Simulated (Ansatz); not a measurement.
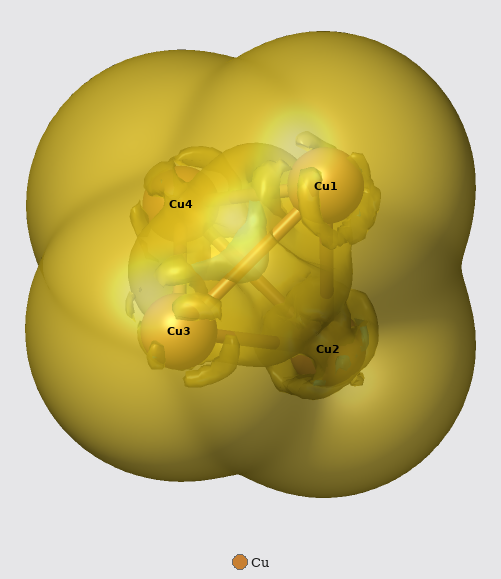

Figure. Cu₄ (quintet). Isosurfaces of the spin density (α minus β) at +0.015 (yellow) and −0.015 e/Å³ (cyan), seen across its widest extent.

Geometry: PBE-D4/def2-SVP.

These are results of UKS PBE0-D4/def2-TZVP (Ansatz 0.2.0), not measurements.

Q: Describe the spin distribution.

A: The unpaired spin (4 electrons) lies mostly on Cu1 (about 1.1), Cu3 (about 1.1), Cu4 (about 1.1) and Cu2 (about 0.8), in electrons by Hirshfeld's partition.
